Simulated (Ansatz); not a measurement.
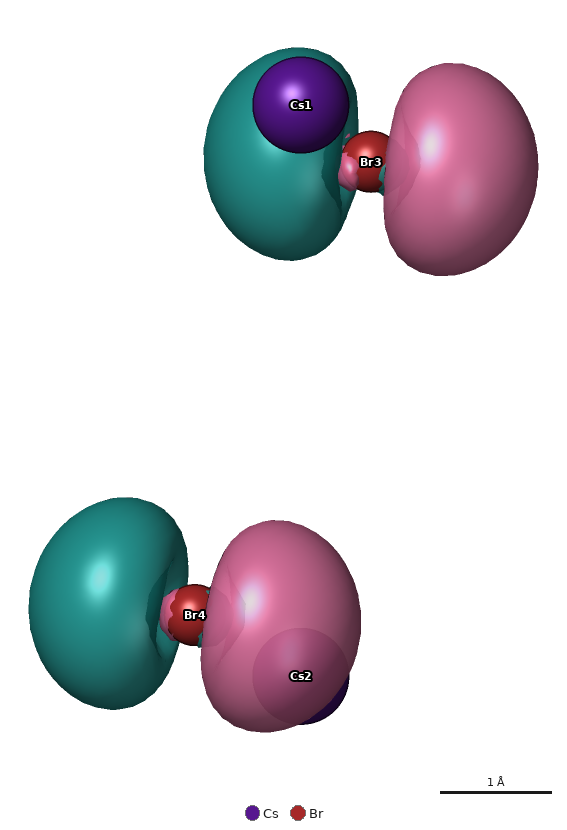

The picture shows: Cs···Cs···Br···Br (quintet). The LUMO (β) at ±0.15 Å⁻³ᐟ² (teal and pink are the two phases), seen at an oblique angle.

Geometry: PBE-D4/def2-SVP; core potentials replace the inner electrons of Cs.

Method: Ansatz, UKS PBE0-D4/def2-TZVP.

> Where does this orbital lie, and at what energy?

By Hirshfeld shares it lies mainly on Br4 (about 50 %) and Br3 (about 50 %). Its energy is −6.23 eV.
